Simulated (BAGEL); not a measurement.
**A workflow on CH6BSb (SMILES C[BH][SbH2])**

Wanted: the energy (HF/x2c-SVPall), then the energy (NEVPT2(2,2)/x2c-SVPall) of CH6BSb. 

The calculation is run with BAGEL 1.2.2.

1 further run of the same task is left out (set aside as unsound or not needed).

### Step 1. The structure to begin with

CH6BSb has 9 atoms, charge 0, and is taken as a singlet. SMILES: `C[BH][SbH2]`. The Sb3–H8 distance was set to 2.725 Å, away from the relaxed value. At this shape a bond of the SMILES string is far longer than usual.

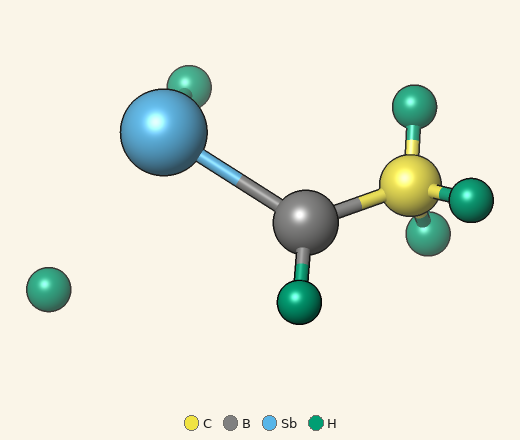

The structure, seen from a chosen angle (carbon yellow, boron grey, antimony blue, hydrogen teal).

### Step 2. The energy at HF/x2c-SVPall (DKH2, density fitting with AutoAux) (run 1)

Input file input.json:

```json
{ "bagel": [

{
  "title": "molecule",
  "basis": "x2c-svpall.json",
  "df_basis": "x2c-svpall-autoaux.json",
  "angstrom": "false",
  "dkh": "true",
  "geometry": [
    { "atom": "C", "xyz": [ -1.13796284,  3.73685971, -0.78954080 ] },
    { "atom": "B", "xyz": [  0.90804364,  1.64134241, -0.68844046 ] },
    { "atom": "Sb", "xyz": [  2.85257182,  0.44174427,  2.84667021 ] },
    { "atom": "H", "xyz": [ -2.91676204,  2.74021815, -1.21283945 ] },
    { "atom": "H", "xyz": [ -0.86433049,  5.03302286, -2.37880047 ] },
    { "atom": "H", "xyz": [ -1.44069696,  4.81135799,  0.94314908 ] },
    { "atom": "H", "xyz": [  1.60062826,  0.65622818, -2.60689042 ] },
    { "atom": "H", "xyz": [  2.37727546, -4.60148311,  1.92600887 ] },
    { "atom": "H", "xyz": [  0.21413621,  0.58271784,  4.69009804 ] }
  ]
},
{
  "title": "hf"
},
{
  "title": "print",
  "file": "orbitals.molden",
  "orbitals": "true"
}

]}
```

The basis set x2c-SVPall is read from a file made from the Basis Set Exchange's data (not shown).

On the command line:

```sh
BAGEL_NUM_THREADS=1 BAGEL input.json > input.out
```

What it wrote:

```text
* using 1 threads per process

  ===============================================================
  ===============================================================

  *** Geometry ***

  { "atom" : "C", "xyz" : [     -1.137963,      3.736860,     -0.789541 ] },
  { "atom" : "B", "xyz" : [      0.908044,      1.641342,     -0.688440 ] },
  { "atom" : "Sb", "xyz" : [      2.852572,      0.441744,      2.846670 ] },
  { "atom" : "H", "xyz" : [     -2.916762,      2.740218,     -1.212839 ] },
  { "atom" : "H", "xyz" : [     -0.864330,      5.033023,     -2.378800 ] },
  { "atom" : "H", "xyz" : [     -1.440697,      4.811358,      0.943149 ] },
  { "atom" : "H", "xyz" : [      1.600628,      0.656228,     -2.606890 ] },
  { "atom" : "H", "xyz" : [      2.377275,     -4.601483,      1.926009 ] },
  { "atom" : "H", "xyz" : [      0.214136,      0.582718,      4.690098 ] },

  Number of auxiliary basis functions:      738

  Since a DF basis is specified, we compute 2- and 3-index integrals:
    o Being stored without compression. Storage requirement is 0.052 GB

  Number of basis functions:       94
  Number of electrons      :       68

    * METHOD: MOLECULE                             1.21

  *** RHF ***

  === Nuclear Repulsion ===
   196.9808950603

      * DIIS with orbital gradients will be used.

  === RHF iteration (x2c-svpall.json) ===
      0      -6541.22682114          0.01237040           0.33
      1      -6541.33090055          0.00561900           0.28
      2      -6541.34985254          0.00113772           0.26
      3      -6541.35157803          0.00015363           0.26
      4      -6541.35162506          0.00005402           0.27
      5      -6541.35163204          0.00001828           0.29
      6      -6541.35163287          0.00000760           0.28
      7      -6541.35163303          0.00000298           0.30
      8      -6541.35163306          0.00000082           0.28
      9      -6541.35163306          0.00000031           0.28
     10      -6541.35163306          0.00000013           0.27
     11      -6541.35163306          0.00000005           0.28
     12      -6541.35163306          0.00000002           0.31
     13      -6541.35163306          0.00000001           0.26
    * SCF iteration converged.

    * Permanent dipole moment:
           (    0.337629,    -1.259660,     0.259356) a.u.

    * METHOD: HF                                   4.84

    * METHOD: PRINT                                0.05

  ===============================================================
```

It took 6.9 s on 1 thread of AMD EPYC 7R43 (Zen 3), shared host; peak memory 0.21 GiB.

### Step 3. A single-point energy at NEVPT2(2,2)/x2c-SVPall (DKH2, density fitting with AutoAux) (run 2)

Input file nevpt2.json:

```json
{ "bagel": [

{
  "title": "molecule",
  "basis": "x2c-svpall.json",
  "df_basis": "x2c-svpall-autoaux.json",
  "angstrom": "false",
  "dkh": "true",
  "geometry": [
    { "atom": "C", "xyz": [ -1.13796284,  3.73685971, -0.78954080 ] },
    { "atom": "B", "xyz": [  0.90804364,  1.64134241, -0.68844046 ] },
    { "atom": "Sb", "xyz": [  2.85257182,  0.44174427,  2.84667021 ] },
    { "atom": "H", "xyz": [ -2.91676204,  2.74021815, -1.21283945 ] },
    { "atom": "H", "xyz": [ -0.86433049,  5.03302286, -2.37880047 ] },
    { "atom": "H", "xyz": [ -1.44069696,  4.81135799,  0.94314908 ] },
    { "atom": "H", "xyz": [  1.60062826,  0.65622818, -2.60689042 ] },
    { "atom": "H", "xyz": [  2.37727546, -4.60148311,  1.92600887 ] },
    { "atom": "H", "xyz": [  0.21413621,  0.58271784,  4.69009804 ] }
  ]
},
{
  "title": "hf"
},
{
  "title": "casscf",
  "nstate": 1,
  "nact": 2,
  "nclosed": 33,
  "active": [34, 35],
  "maxiter": 200,
  "natocc": "true"
},
{
  "title": "nevpt2",
  "nstate": 1,
  "nact": 2,
  "nclosed": 33,
  "active": [34, 35],
  "maxiter": 200,
  "natocc": "true",
  "ncore": 20
},
{
  "title": "print",
  "file": "orbitals.molden",
  "orbitals": "true"
}

]}
```

The basis set x2c-SVPall is read from a file made from the Basis Set Exchange's data (not shown).

On the command line:

```sh
BAGEL_NUM_THREADS=1 BAGEL nevpt2.json > nevpt2.out
```

What it wrote:

```text
* using 1 threads per process

  ===============================================================
  ===============================================================

  *** Geometry ***

  { "atom" : "C", "xyz" : [     -1.137963,      3.736860,     -0.789541 ] },
  { "atom" : "B", "xyz" : [      0.908044,      1.641342,     -0.688440 ] },
  { "atom" : "Sb", "xyz" : [      2.852572,      0.441744,      2.846670 ] },
  { "atom" : "H", "xyz" : [     -2.916762,      2.740218,     -1.212839 ] },
  { "atom" : "H", "xyz" : [     -0.864330,      5.033023,     -2.378800 ] },
  { "atom" : "H", "xyz" : [     -1.440697,      4.811358,      0.943149 ] },
  { "atom" : "H", "xyz" : [      1.600628,      0.656228,     -2.606890 ] },
  { "atom" : "H", "xyz" : [      2.377275,     -4.601483,      1.926009 ] },
  { "atom" : "H", "xyz" : [      0.214136,      0.582718,      4.690098 ] },

  Number of auxiliary basis functions:      738

  Since a DF basis is specified, we compute 2- and 3-index integrals:
    o Being stored without compression. Storage requirement is 0.052 GB

  Number of basis functions:       94
  Number of electrons      :       68

    * METHOD: MOLECULE                             0.89

  *** RHF ***

  === Nuclear Repulsion ===
   196.9808950603

      * DIIS with orbital gradients will be used.

  === RHF iteration (x2c-svpall.json) ===
      0      -6541.22682114          0.01237040           0.30
      1      -6541.33090055          0.00561900           0.32
      2      -6541.34985254          0.00113772           0.27
      3      -6541.35157803          0.00015363           0.28
      4      -6541.35162506          0.00005402           0.28
      5      -6541.35163204          0.00001828           0.27
      6      -6541.35163287          0.00000760           0.29
      7      -6541.35163303          0.00000298           0.27
      8      -6541.35163306          0.00000082           0.27
      9      -6541.35163306          0.00000031           0.27
     10      -6541.35163306          0.00000013           0.27
     11      -6541.35163306          0.00000005           0.27
     12      -6541.35163306          0.00000002           0.27
     13      -6541.35163306          0.00000001           0.31
    * SCF iteration converged.

    * Permanent dipole moment:
           (    0.337629,    -1.259660,     0.259356) a.u.

    * METHOD: HF                                   4.85

  ---------------------------
      CASSCF calculation
  ---------------------------

    ==== Active orbitals : =====
         Orbital 34
         Orbital 35
    ============================

    * nstate   :      1
    * nclosed  :     33
    * nact     :      2
    * nvirt    :     59
  === CASSCF iteration (x2c-svpall.json) ===

    * Using the second-order algorithm

      0  0     -6541.37496952     2.57e-03      0.07

      1  0     -6541.39423790     2.09e-03      1.40

      2  0     -6541.39940188     4.15e-04      1.50

      3  0     -6541.39965419     1.63e-04      1.46

      4  0     -6541.39967626     5.47e-05      1.57

      5  0     -6541.39967850     1.76e-05      1.57

      6  0     -6541.39967873     5.62e-06      1.67

      7  0     -6541.39967875     1.79e-06      1.66

      8  0     -6541.39967876     5.70e-07      1.61

      9  0     -6541.39967876     1.81e-07      1.84

     10  0     -6541.39967876     5.77e-08      1.61

     11  0     -6541.39967876     1.84e-08      1.47

     12  0     -6541.39967876     5.86e-09      1.15

    * Second-order optimization converged. *

     guess   0:   closed 1.                   open ..

  === FCI iteration ===

      0  0     -6541.34640556     6.92e-02      0.00
      1  0     -6541.39893375     7.84e-03      0.00
      2  0 *   -6541.39967876     1.79e-16      0.00

     * ci vector, state   0, <S^2> = 0.0000
       2.     0.9330259671
       .2    -0.3598090392

    * METHOD: CASSCF                              19.56

    * freezing 20 orbitals

  === DF-NEVPT2 calculation ===

    * 3-index integral transformation done
    * assembly done

      NEVPT2 correlation energy:   -0.4216223215      0.51

          (+0)     -0.2999113558
          (+0)'    -0.0896822125
          (+1)     -0.0080428492
          (+1)'    -0.0018845431
          (+2)     -0.0004420708
          (-1)     -0.0189639709
          (-1)'    -0.0006317347
          (-2)     -0.0020635845

      NEVPT2 total energy:       -6541.8213010790

    * METHOD: NEVPT2                               1.01

    * METHOD: PRINT                                0.08

  ===============================================================
```

It took 27 s on 1 thread of AMD EPYC 7R43 (Zen 3), shared host; peak memory 0.21 GiB.

### Step 4. Summary of results

| quantity | value |
| --- | --- |
| run 1, HF/x2c-SVPall: total energy | -6541.35163 Eh |
| run 1, HF/x2c-SVPall: dipole moment | 3.38 D |
| run 1, HF/x2c-SVPall: HOMO energy | -8.67 eV |
| run 1, HF/x2c-SVPall: LUMO energy | 0.00 eV |
| run 1, HF/x2c-SVPall: HOMO–LUMO gap | 8.67 eV |
| run 2, NEVPT2(2,2)/x2c-SVPall: total energy | -6541.82130 Eh |

**Reading.** One bond (run 1, HF/x2c-SVPall) is far stretched, which a spin-restricted single reference describes badly; a broken-symmetry solution may lie lower.
